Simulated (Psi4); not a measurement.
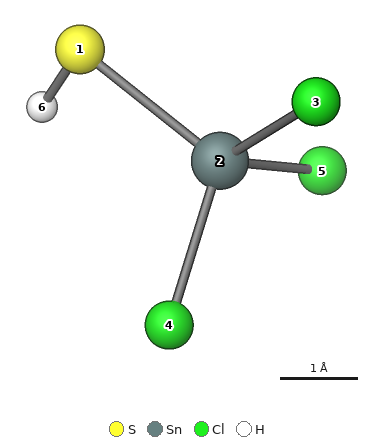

Figure 1. The structure as given in the input (ball-and-stick view, seen at a tilt; atoms are numbered from 1 in the order of the input). Sticks mark near contacts.

## Single-point calculation of SnHSCl$_{3}$

SnHSCl$_{3}$, SMILES [SH][Sn]([Cl])([Cl])[Cl], computed with r2SCAN/def2-TZVPP, RKS, dispersion D4, core potentials def2 (Psi4 1.11).

The geometry was optimised with PBE0/def2-TZVP.

**Output**
```
Psi4 1.11 release

   => Loading Basis Set <=

    Name: DEF2-TZVPP
    Role: ORBITAL
    Keyword: BASIS

    !!!  WARNING: ECP capability is in beta. Please check occupations closely.  !!!

   => R2SCAN-D4(BJ,EEQ)ATM: Empirical Dispersion <=

        a1 =       0.515592
        a2 =       5.773429
       alp =      16.000000
        s6 =       1.000000
        s8 =       0.601875
        s9 =       1.000000
        ga =       3.000000
        gc =       2.000000
        wf =       6.000000

         ---------------------------------------------------------
                                   SCF
                              RKS Reference
                        2 Threads,   3147 MiB Core
         ---------------------------------------------------------

  ==> Geometry <==

    Molecular point group: c1
    Full point group: C1

    Geometry (in Angstrom), charge = 0, multiplicity = 1:

       Center              X                  Y                   Z               Mass
    ------------   -----------------  -----------------  -----------------  -----------------
         S           -0.961563014536     0.765445888013     2.059001860994    31.972071174400
         SN          -0.013575014536     0.011301888013     0.028659860994   119.902201630000
         CL           2.188553985464    -0.505219111987     0.415541860994    34.968852682000
         CL          -1.089172014536    -1.847478111987    -0.795883139006    34.968852682000
         CL          -0.111035014536     1.588024888013    -1.643440139006    34.968852682000
         H           -2.173516014536     0.904623888013     1.490714860994     1.007825032230

  Running in c1 symmetry.

  Rotational constants: A =      0.03521  B =      0.03394  C =      0.03337 [cm^-1]
  Rotational constants: A =   1055.59742  B =   1017.39671  C =   1000.51157 [MHz]
  Nuclear repulsion =  590.157056262997685

  Charge       = 0
  Multiplicity = 1
  Electrons    = 90
  Nalpha       = 45
  Nbeta        = 45

  ==> Algorithm <==

  SCF Algorithm Type is DF.
  DIIS enabled.
  MOM disabled.
  Fractional occupation disabled.
  Guess Type is SAD.
  Energy threshold   = 1.00e-06
  Density threshold  = 1.00e-06
  Integral threshold = 1.00e-12

  ==> Primary Basis <==

  Basis Set: DEF2-TZVPP
    Blend: DEF2-TZVPP
    Number of shells: 78
    Number of basis functions: 232
    Number of Cartesian functions: 266
    Spherical Harmonics?: true
    Max angular momentum: 3

  Core potential: DEF2-TZVPP
    Number of shells: 4
    Number of ECP primitives: 18
    Number of ECP core electrons: 28
    Max angular momentum: 3

  ==> DFT Potential <==

   => LibXC <=

    Version 7.1.2

   => Composite Functional: R2SCAN-D4BJEEQATM <=

    r2SCAN Meta-GGA XC Functional  (0.1021/acs.jpclett.0c02405)

    Deriv               =              1
    GGA                 =           TRUE
    Meta                =           TRUE

    Exchange Hybrid     =          FALSE
    MP2 Hybrid          =          FALSE

   => Exchange Functionals <=

    1.0000   XC_MGGA_X_R2SCAN

   => Correlation Functionals <=

    1.0000   XC_MGGA_C_R2SCAN

   => LibXC Density Thresholds  <==

    XC_MGGA_C_R2SCAN:  1.00E-15
    XC_MGGA_X_R2SCAN:  1.00E-11

   => Molecular Quadrature <=

    Radial Scheme          =       TREUTLER
    Pruning Scheme         =           NONE
    Nuclear Scheme         =       TREUTLER

    Blocking Scheme        =         OCTREE
    BS radius alpha        =              1
    Pruning alpha          =              1
    Radial Points          =             99
    Spherical Points       =            590
    Total Points           =         331686
    Total Blocks           =           2560
    Max Points             =            256
    Max Functions          =            191
    Weights Tolerance      =       1.00E-15

   => Loading Basis Set <=

    Name: (DEF2-TZVPP AUX)
    Role: JKFIT
    Keyword: DF_BASIS_SCF

  ==> Integral Setup <==

  DFHelper Memory: AOs need 0.280 GiB; user supplied 0.280 GiB.
  SCF_SUBTYPE=INCORE selected. In-core MEM_DF algorithm will be used.
  Using in-core AOs.

  ==> MemDFJK: Density-Fitted J/K Matrices <==

    J tasked:                   Yes
    K tasked:                    No
    wK tasked:                   No
    Memory [MiB]:               286
    Algorithm:                 Core
    Schwarz Cutoff:           1E-12
    Mask sparsity (%):      12.7304
    Fitting Condition:        1E-10

   => Auxiliary Basis Set <=

  Basis Set: (DEF2-TZVPP AUX)
    Blend: DEF2-UNIVERSAL-JKFIT
    Number of shells: 204
    Number of basis functions: 748
    Number of Cartesian functions: 949
    Spherical Harmonics?: true
    Max angular momentum: 5

  Cached 50.0% of DFT collocation blocks in 1.551 [GiB].

  Minimum eigenvalue in the overlap matrix is 3.0642777727E-03.
  Reciprocal condition number of the overlap matrix is 6.2913272522E-04.
    Using symmetric orthogonalization.

  ==> Pre-Iterations <==

  SCF Guess: Superposition of Atomic Densities via on-the-fly atomic UHF (no occupation information).

 WARNING: Atomic UHF is not converging! Try casting from a smaller basis or call Rob at CCMST.
   -------------------------
    Irrep   Nso     Nmo
   -------------------------
     A        232     232
   -------------------------
    Total     232     232
   -------------------------

  ==> Iterations <==

                           Total Energy        Delta E     RMS |[F,P]|

   @DF-RKS iter SAD: -1992.77797261765886   -1.99278e+03   0.00000e+00
   @DF-RKS iter   1: -1993.46167924592305   -6.83707e-01   4.44910e-03 ADIIS/DIIS
   @DF-RKS iter   2: -1992.97913236927525    4.82547e-01   6.07577e-03 ADIIS/DIIS
   @DF-RKS iter   3: -1993.86475856714515   -8.85626e-01   1.04609e-03 ADIIS/DIIS
   @DF-RKS iter   4: -1993.88740464054672   -2.26461e-02   3.02485e-04 ADIIS/DIIS
   @DF-RKS iter   5: -1993.88982376809849   -2.41913e-03   6.21280e-05 DIIS
   @DF-RKS iter   6: -1993.88992886389906   -1.05096e-04   1.78925e-05 DIIS
   @DF-RKS iter   7: -1993.88993750151212   -8.63761e-06   5.44520e-06 DIIS
   @DF-RKS iter   8: -1993.88993826851288   -7.67001e-07   1.29482e-06 DIIS
   @DF-RKS iter   9: -1993.88993831760990   -4.90970e-08   5.04311e-07 DIIS
  Energy and wave function converged.

  ==> Post-Iterations <==

   Electrons on quadrature grid:
      Ntotal   =   90.0000007361 ; deviation = 7.361e-07

    Orbital Energies [Eh]
    ---------------------

    Doubly Occupied:

       1A   -101.204074     2A   -101.201826     3A   -101.201550
       4A    -88.576491     5A     -9.381033     6A     -9.378819
       7A     -9.378544     8A     -7.890354     9A     -7.123163
      10A     -7.120905    11A     -7.120634    12A     -7.116974
      13A     -7.116954    14A     -7.114851    15A     -7.114694
      16A     -7.114564    17A     -7.114425    18A     -5.834957
      19A     -5.833091    20A     -5.826925    21A     -5.123003
      22A     -3.463111    23A     -3.462604    24A     -3.461593
      25A     -1.056047    26A     -1.055524    27A     -1.053081
      28A     -1.048754    29A     -1.048545    30A     -0.809929
      31A     -0.784634    32A     -0.782263    33A     -0.724366
      34A     -0.502276    35A     -0.421566    36A     -0.384952
      37A     -0.382517    38A     -0.362709    39A     -0.325343
      40A     -0.325259    41A     -0.316734    42A     -0.315824
      43A     -0.313050    44A     -0.309958    45A     -0.276371

    Virtual:

      46A     -0.131404    47A     -0.038680    48A     -0.023434
      49A     -0.019480    50A     -0.009085    51A      0.090028
      52A      0.091896    53A      0.094604    54A      0.113391
      55A      0.143826    56A      0.149125    57A      0.160795
      58A      0.175980    59A      0.200946    60A      0.224608
      61A      0.260396    62A      0.264351    63A      0.267087
      64A      0.281318    65A      0.296091    66A      0.301555
      67A      0.308143    68A      0.309483    69A      0.322380
      70A      0.323322    71A      0.335483    72A      0.339142
      73A      0.371791    74A      0.375932    75A      0.382382
      76A      0.384275    77A      0.424249    78A      0.434783
      79A      0.449070    80A      0.464503    81A      0.471929
      82A      0.474217    83A      0.503220    84A      0.505451
      85A      0.523619    86A      0.530652    87A      0.545934
      88A      0.547154    89A      0.570858    90A      0.616833
      91A      0.701367    92A      0.705681    93A      0.716702
      94A      0.748138    95A      0.756084    96A      0.795611
      97A      0.812847    98A      0.887000    99A      0.896319
     100A      0.907445   101A      0.913313   102A      0.917852
     103A      0.926672   104A      0.943294   105A      1.001465
     106A      1.016369   107A      1.050051   108A      1.080671
     109A      1.091503   110A      1.109219   111A      1.203404
     112A      1.256918   113A      1.282394   114A      1.300767
     115A      1.443705   116A      1.523467   117A      1.526880
     118A      1.533990   119A      1.582826   120A      1.628692
     121A      1.712706   122A      1.718486   123A      1.718716
     124A      1.721470   125A      1.751733   126A      1.766459
     127A      1.769453   128A      1.789422   129A      1.791022
     130A      1.811467   131A      1.815050   132A      1.829316
     133A      1.843792   134A      1.850532   135A      1.855011
     136A      1.890523   137A      1.909243   138A      1.914528
     139A      1.927623   140A      1.948386   141A      1.950359
     142A      1.958436   143A      2.051515   144A      2.053392
     145A      2.057164   146A      2.057788   147A      2.080880
     148A      2.082092   149A      2.082665   150A      2.083135
     151A      2.083449   152A      2.083794   153A      2.094524
     154A      2.097074   155A      2.121139   156A      2.129931
     157A      2.131996   158A      2.143469   159A      2.156705
     160A      2.238281   161A      2.239974   162A      2.246184
     163A      2.259058   164A      2.278512   165A      2.287635
     166A      2.301063   167A      2.303030   168A      2.331022
     169A      2.342312   170A      2.351316   171A      2.442227
     172A      2.511296   173A      2.557767   174A      2.580338
     175A      2.604800   176A      2.643830   177A      2.659020
     178A      2.664651   179A      2.680694   180A      2.706850
     181A      2.866462   182A      2.873436   183A      3.380770
     184A      3.391717   185A      3.676471   186A      3.791108
     187A      3.850174   188A      4.054234   189A      4.098841
     190A      4.173097   191A      4.706850   192A      6.728893
     193A      6.738497   194A      6.740996   195A      6.800902
     196A      7.223243   197A      8.018322   198A      8.020225
     199A      8.020877   200A      8.041476   201A      8.041984
     202A      8.050467   203A      8.075556   204A      8.098066
     205A      8.102068   206A      8.134557   207A      8.163937
     208A      8.166147   209A      8.172757   210A      8.179690
     211A      8.189673   212A      8.858778   213A      9.101433
     214A      9.228246   215A     10.719650   216A     10.722276
     217A     10.754904   218A     10.762899   219A     10.763604
     220A     10.779682   221A     10.931247   222A     10.950361
     223A     10.959614   224A     19.854248   225A     25.032332
     226A     25.070409   227A     25.081303   228A     36.653310
     229A     36.927845   230A     36.945649   231A     36.966016
     232A    113.634402

    Final Occupation by Irrep:
              A
    DOCC [    45 ]
    NA   [    45 ]
    NB   [    45 ]

  @DF-RKS Final Energy: -1993.88993831760990

   => Energetics <=

    Nuclear Repulsion Energy =            590.1570562629976848
    One-Electron Energy =               -4010.7626054924348864
    Two-Electron Energy =                1555.7319198348754981
    DFT Exchange-Correlation Energy =    -129.0139404958549676
    Empirical Dispersion Energy =          -0.0023684271932117
    VV10 Nonlocal Energy =                  0.0000000000000000
    Total Energy =                      -1993.8899383176099036

Computation Completed

Properties will be evaluated at   0.000000,   0.000000,   0.000000 [a0]

Properties computed using the SCF density matrix

 Multipole Moments:

 ------------------------------------------------------------------------------------
     Multipole            Electronic (a.u.)      Nuclear  (a.u.)        Total (a.u.)
 ------------------------------------------------------------------------------------

 L = 1.  Multiply by 2.5417464519 to convert [e a0] to [Debye]
 Dipole X            :          1.4852740           -1.9941832           -0.5089092
 Dipole Y            :         -0.5325771            0.7577233            0.2251463
 Dipole Z            :         -0.8491652            1.2490664            0.3999012
 Magnitude           :                                                    0.6852740

 ------------------------------------------------------------------------------------

	total time  =         73 seconds =       1.22 minutes

    Psi4 run time: 0:01:13.51
```

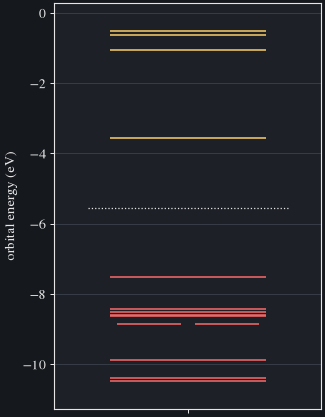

Figure 2. Orbital energies near the frontier; the dotted line parts filled from empty levels, and levels within 0.02 eV of each other stand side by side. Highest filled −7.52 eV, lowest empty −3.58 eV, 3.94 eV apart.

The run was set up as follows.

**Input file (job.inp)**
```
memory 3.3 GB

molecule molecule1 {
  S     -0.574826     0.596485     1.786353
  Sn     0.373162    -0.157659    -0.243989
  Cl     2.575291    -0.674180     0.142893
  Cl    -0.702435    -2.016439    -1.068532
  Cl     0.275702     1.419064    -1.916089
  H     -1.786779     0.735663     1.218066
  symmetry c1
}

set {
  basis                def2-TZVPP
  scf_type             df
  dft_radial_points    99
  dft_spherical_points 590
}

e, wfn = energy("r2scan-d4", return_wfn=True)
```

Command:
```bash
psi4 job.inp job.out -n 2
```

**Results in brief**

| quantity | value |
| --- | --- |
| outcome | converged |
| total energy | −1993.889938 hartree |
| dispersion energy | −0.002368 hartree |
| basis functions | 232 |
| HOMO | −7.52 eV |
| LUMO | −3.58 eV |
| dipole moment | 1.74 D |
| hardware | 2 threads of Intel Xeon @ 2.50GHz (Skylake/Cascade Lake), 189 GiB of memory available, shared host |
| wall time | 77 s (CPU time 3.6 min) |
| peak memory | 2.2 GiB |
